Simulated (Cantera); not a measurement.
Feed: 1 mol PH3, 0.66 mol H2O, 0.12 mol H2, at 1.00 bar.

Cantera equilibrium calculation (NASA polynomials, part measured and part estimated; ideal gas, pure solids and liquids). Candidate condensed phases: H2O, P, P4O10; 17 gas species. Gases not in the tables: HPO2, HPO3 and P4O6. The numbers say what is thermodynamically allowed, not how fast it happens.

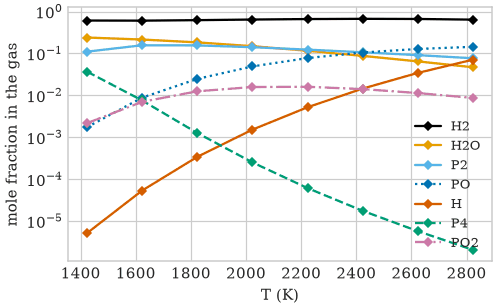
Figure: Equilibrium gas composition (values under 1e-9 drawn at 1e-9)

From 1423 K to 2823 K nothing is condensed.
